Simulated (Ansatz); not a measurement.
# Nudged elastic band of C$_{2}$H$_{5}$Si (charge +1) (part 2 of 2)

The same run, continued: C$_{2}$H$_{5}$Si, charge +1; RKS PBE-D4/6-31G (Ansatz 0.2.0). The run did not end well. One setting was made poor on purpose. It belongs to a series of runs on one base structure; here: band between the two ends.

Geometry of the input (Å):
```
C  -0.7585  0.8833  -1.2855
C  -0.1401  0.2742  -0.3330
Si 0.6867  -0.7023  1.0797
H  -1.7428  0.5598  -1.6727
H  -0.3356  1.7785  -1.7812
H  0.7737  0.2188  2.2598
H  1.9509  -1.2897  0.5270
H  -0.4345  -1.7225  1.2058
```

**What the program printed, continued**
```
NEB iter  58: max|band force component| = 1.225e0 eV/Å  barrier→ = 0.5509 eV  barrier← = 2.1173 eV  CI = image 1  Δτ_max = 0.1934 Å  (26 SCF iters)
NEB iter  59: max|band force component| = 1.114e0 eV/Å  barrier→ = 0.3453 eV  barrier← = 1.9117 eV  CI = image 1  Δτ_max = 0.1988 Å  (30 SCF iters)
these checks for a lower state are left out or cut short: starts, cluster_reference, orbital_swaps, neighbouring_geometries, increment
589 factors; integrals over basis functions are off by at most 2.1e-4 eV
mean field -10013.26173993 eV, -367.9805817098 hartree, gradient 7.2e-6 eV, S^2 0.000000; 0 other end points of the search recorded, 0 dependent functions left out
the calculation of the forces begins
reference -10013.26177131 eV, -367.9805828631 hartree; 15, 15 occupied and 26, 26 virtual orbitals, 589 factors
NEB iter  60: max|band force component| = 6.823e-1 eV/Å  barrier→ = 0.2841 eV  barrier← = 1.8506 eV  CI = image 1  Δτ_max = 0.1994 Å  (28 SCF iters)
```

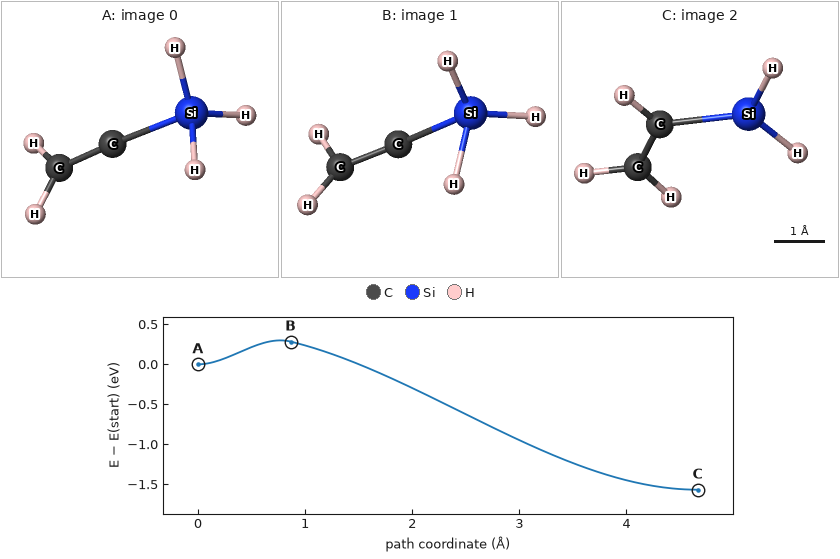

*Images of the last band (counted from 0; ball-and-stick, seen at a tilt) above the energy along the path; the line is a cubic interpolation that uses the forces.*

The highest image is number 1, 0.284 eV above the start and 1.851 eV above the end (the climbing image); the end lies 1.566 eV below the start. The path is 4.66 Å long. The band had not converged after 60 iterations.

```
Unfinished report: {"positions_ang":[[-0.8194235449201657,0.7389972302267944,-1.2361004310071702],[0.022042889425871834,0.147741652275131,-0.4458497429827518],[0.8332088546208514,-0.5986828708599539,1.0488165480649463],[-1.9286150883978912,0.6884506893351877,-1.311223623305415],[-0.2838338436618179,1.5641429867166916,-1.7632288350474994],[0.7428557244422221,0.35936032841745713,2.1812038133491995],[1.9331313432253288,-1.56157379762852,0.7486125213610791],[-0.49937632473440013,-1.338446208482788,0.7777797395676094]],"unchecked":["starts","cluster_reference","orbital_swaps","neighbouring_geometries","increment"],"mean_field":{"relativity":"none","state":{"energy":{"ev":-10013.261771311085,"hartree":-367.9805828630808},"converged":true,"gradient_ev":7.214037180268762e-6,"stability":{"kind":"minimum","curvature_ev":57.198432108930234},"curvature_floor_ev":0.00030000000000000003,"spin_squared":-3.019806626980426e-14},"others":[],"fillings":{"estimated":0,"unestimated":0,"tried":0,"untried":0,"excluded_magnetic_sites":0},"n_dropped_functions":0,"n_trapped_functions":0,"passes":{"evaluations":4,"products":24},"factors":{"origin":"Cholesky decomposition","count":589,"bound_ev":0.00021124779675978894},"gradient_stop_ev":0.00009,"reference_kind":"stationary","functional":{"name":"PBE","citations":["Perdew, Burke & Ernzerhof, Phys. Rev. Lett. 77, 3865 (1996) doi:10.1103/PhysRevLett.77.3865"],"text":"name \"PBE\"\ncite \"Perdew, Burke & Ernzerhof, Phys. Rev. Lett. 77, 3865 (1996) doi:10.1103/PhysRevLett.77.3865\"\nparent pbe\nparameter kappa = 0.804\nparameter beta = 0.06672455060314922\nexchange = pbe_x(kappa = kappa, mu = beta*pi^2/3)\ncorrelation = pbe_c(beta = beta)\n","parameters":{"beta":{"value":0.06672455060314922,"default":0.06672455060314922},"kappa":{"value":0.804,"default":0.804}},"final_grid":{"core_spheres":13.0,"valence_spheres":11.0,"degree":36.0},"final_grid_parameter_source":"default","radial_points_factor":1.0,"radial_grid_error_ev":3.125828648923977e-7,"grid_sensitivity":"normal","grid_sensitivity_ratio":0.001870803151768979},"unsmoothed_excess_ev":-0.00003138273594237969,"symmetry":{"irreps":["A"],"axes":[[0.9961708001643722,-0.07402437980310243,-0.04652019018276394],[0.07147523089891707,0.9959654330092266,-0.05426000017222896],[0.05034906421991354,0.050727186453713706,0.9974425919754325]],"occupied":[{"A":15},{"A":15}]},"held":{"pivots":589,"left_out":0,"joined":0},"density_repulsion":{"missed_ev":0.00019002095920824332,"excess_ev":4.5183431906241385e-6,"most_excess_ev":0.000081,"are_drawn_again":false,"n_first_factors":589,"energy_change_ev":0.0,"n_dropped_ends":0}},"factors":{"origin":"Cholesky decomposition","count":589,"bound_ev":0.00021124779675978894},"n_frozen":0,"n_occupied":[15,15],"n_virtual":[26,26],"reference":{"ev":-10013.261771311085,"hartree":-367.9805828630808},"dispersion":{"energy":{"ev":-0.09907414413156106,"hartree":-0.0036409076419680157},"switches_in_reach":[]},"total":{"ev":-10013.360845455216,"hartree":-367.9842237707228},"forces_ev_per_angstrom":[[-0.017262980044413283,0.49995103064118784,0.2983153274646695],[-0.1835815498667938,0.00553669102206105,0.0901377235182167],[0.06327099275516489,-0.18287855265132236,-0.360421257126761],[0.612583388490899,-0.22878777040170492,-0.23267332628717335],[-0.3530719615731236,-0.011105095353806209,-0.28368953798867713],[0.11485535405381253,0.02918482740720163,0.17568482962411164],[0.1122935096900954,0.06776641240073712,0.037435854562085424],[-0.3490867535080542,-0.1796675430572359,0.2752103862454963]],"charge_distribution":{"dipole_moment_e_ang":[-0.12907936040060283,0.19291153255405855,-0.10744947597794034],"mulliken_charges_e":[-0.38325384445069677,0.02619374175893263,0.6297326658016544,0.316099420587195,0.3055438651831631,0.0456387661113874,0.05545076055019371,0.004594624458118646],"lowdin_charges_e":[-0.14895044644573208,-0.014534766556223211,0.6443873771452697,0.23243386573518565,0.24213493821423582,0.0006412576389276392,0.007696239125111526,0.03619153514315676]},"n_threads":1,"memory_gib":1.7045454550534487,"seconds":{"hamiltonian":1.381956178,"orbitals":0.0,"second_order":0.0,"solver_start":0.0,"cycles":0.0,"cycle":0.0,"perturbative":0.0,"full_ci_increment":0.0,"forces":0.0}}
this run last wrote the band of iteration 60 to [file]
Error: NEB band did not converge after 60 iterations: max|band force component| = 6.82e-1 eV/Å (threshold 3.0e-2); raise `neb.max_iterations` in a new run, which can start from the last band evaluated (`neb.initial_path`, with `crystal.atoms` and `neb.final_atoms` set to its first and last images), add images, or start from endpoints closer to local minima. Where this run's directory can be resumed (`checkpoint.write`), a resume goes on for up to `neb.max_iterations` more; to start a new run from the last band, take its images' positions from the `neb_iteration` event of iteration 60 (`data.images[].positions_ang`), in the event stream of the run that computed that iteration (not this run's, if it was resumed behind it). With `checkpoint.write`, `steps/00-neb/state/checkpoint.json` in the run directory holds the last saved band, under `neb.evaluated.images[].positions_ang` (a band under a hybrid functional on support functions is neither saved nor resumed: `neb.initial_path` says where its path is): check the last entry of `neb.iterations` there, which is earlier than 60 if that iteration was not saved or its write failed. If the band's step has no `state` directory and holds `state.next`, a write was cut short, and the file is under `state.next` instead (behind a loss of power it can be under `state.prev`)
this run wrote the band of iteration 60 to [file] as well, whether or not its events were kept: a new run's `neb.initial_path` can list its `images[].positions_ang`
a run's events are kept only if it was started with --events-out <file>, and are in that file
```

**The last band as extended XYZ (Å, eV, eV/Å)**
```
8
Properties=species:S:1:pos:R:3:forces:R:3 image=0 energy=-10013.64496
C    -0.7585    0.8833   -1.2855    0.0014  -0.0012  -0.0031
C    -0.1401    0.2742   -0.3330   -0.0018  -0.0023   0.0000
Si    0.6867   -0.7023    1.0797    0.0004   0.0020   0.0000
H    -1.7428    0.5598   -1.6727    0.0004   0.0026   0.0002
H    -0.3356    1.7785   -1.7812   -0.0018  -0.0001   0.0013
H     0.7737    0.2188    2.2598    0.0008   0.0004   0.0014
H     1.9509   -1.2897    0.5270    0.0017  -0.0007   0.0002
H    -0.4345   -1.7225    1.2058   -0.0011  -0.0008   0.0000
8
Properties=species:S:1:pos:R:3:forces:R:3 image=1 energy=-10013.36081
C    -0.8194    0.7390   -1.2361   -0.0173   0.5000   0.2983
C     0.0220    0.1477   -0.4459   -0.1836   0.0055   0.0901
Si    0.8332   -0.5987    1.0488    0.0633  -0.1829  -0.3604
H    -1.9286    0.6885   -1.3112    0.6126  -0.2288  -0.2327
H    -0.2838    1.5641   -1.7632   -0.3531  -0.0111  -0.2837
H     0.7429    0.3594    2.1812    0.1149   0.0292   0.1757
H     1.9331   -1.5616    0.7486    0.1123   0.0678   0.0374
H    -0.4994   -1.3384    0.7778   -0.3491  -0.1797   0.2752
8
Properties=species:S:1:pos:R:3:forces:R:3 image=2 energy=-10015.21140
C    -0.6736    0.5334   -1.0838    0.0026  -0.0048   0.0057
C    -0.5841    0.1438    0.2290   -0.0044  -0.0006  -0.0048
Si    0.9568   -0.5805    0.9036   -0.0056   0.0010  -0.0024
H     0.1563    0.4400   -1.7946    0.0020   0.0040   0.0009
H    -1.6016    0.9606   -1.4811    0.0021   0.0018  -0.0012
H     1.0464   -1.0265    2.3322    0.0057   0.0034   0.0008
H     2.1428   -0.7273   -0.0052   -0.0020  -0.0029  -0.0002
H    -1.4431    0.2564    0.8999   -0.0004  -0.0018   0.0012
```

**Outcome**

| quantity | value |
| --- | --- |
| outcome | not converged |
| barrier, forward (band not converged) | 0.284 eV |
| barrier, backward | 1.851 eV |
| wall time | 84 s |
| peak memory | 0.09 GiB |

**What went wrong**

The run did not converge: “NEB band did not converge after 60 iterations: max|band force component| = 6.82e-1 eV/Å (threshold 3.0e-2); raise `neb.max_iterations` in a new run, which can start from the last band evaluated (`neb.initial_path`, with `crystal.atoms` and `neb.final_atoms` set to its first and last images), add images, or start from endpoints closer to local minima …” Its last values are not results. A deliberately poor setting: few images.
